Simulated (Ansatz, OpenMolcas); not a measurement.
## B3N3H6 (borazine): the HOMO–LUMO gap, rung by rung

B3N3H6 has 12 atoms, charge 0, and is taken as a singlet. SMILES: `B1NBNBN1`. Geometry: relaxed at PBE0-D4/def2-TZVP. This is one conformer, not always the lowest.

```jsonl
{"atom": "B", "x (Å)": "-0.7256", "y (Å)": "-1.2232", "z (Å)": "0.2537"}
{"atom": "N", "x (Å)": "0.5242", "y (Å)": "-0.9566", "z (Å)": "0.8833"}
{"atom": "B", "x (Å)": "1.2651", "y (Å)": "0.2386", "z (Å)": "0.6555"}
{"atom": "N", "x (Å)": "0.7050", "y (Å)": "1.1885", "z (Å)": "-0.2464"}
{"atom": "B", "x (Å)": "-0.5395", "y (Å)": "0.9846", "z (Å)": "-0.9091"}
{"atom": "N", "x (Å)": "-1.2292", "y (Å)": "-0.2318", "z (Å)": "-0.6368"}
{"atom": "H", "x (Å)": "-1.3269", "y (Å)": "-2.2370", "z (Å)": "0.4638"}
{"atom": "H", "x (Å)": "0.8999", "y (Å)": "-1.6422", "z (Å)": "1.5164"}
{"atom": "H", "x (Å)": "2.3136", "y (Å)": "0.4363", "z (Å)": "1.1987"}
{"atom": "H", "x (Å)": "1.2102", "y (Å)": "2.0402", "z (Å)": "-0.4231"}
{"atom": "H", "x (Å)": "-0.9866", "y (Å)": "1.8006", "z (Å)": "-1.6626"}
{"atom": "H", "x (Å)": "-2.1101", "y (Å)": "-0.3980", "z (Å)": "-1.0933"}
```

Each level gives the HOMO–LUMO gap (eV). The values are calculated.

```
            level                    kind     program  value (eV)
      HF/def2-SVP            Hartree–Fock      Ansatz       15.46
   SVWN5/def2-SVP                     LDA  OpenMolcas        6.29
    BLYP/def2-SVP                     GGA      Ansatz        6.33
     PBE/def2-SVP                     GGA  OpenMolcas        6.35
   M06-L/def2-SVP                meta-GGA  OpenMolcas        7.05
   B3LYP/def2-SVP           global hybrid      Ansatz        8.15
   wB97X/def2-SVP  range-separated hybrid      Ansatz       13.29
PBE-QIDH/def2-SVP           double hybrid      Ansatz       12.71
```

The values span 6.29 to 15.46 eV. Orbital gaps aren't excitation energies, and those of double hybrids come from the SCF part alone; they tend to grow with the share of exact exchange.

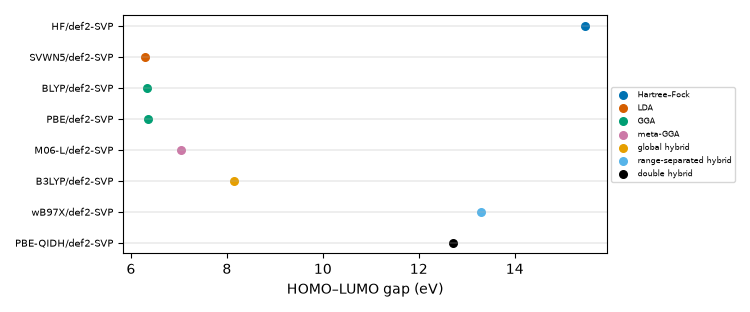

The values of the table, level by level.
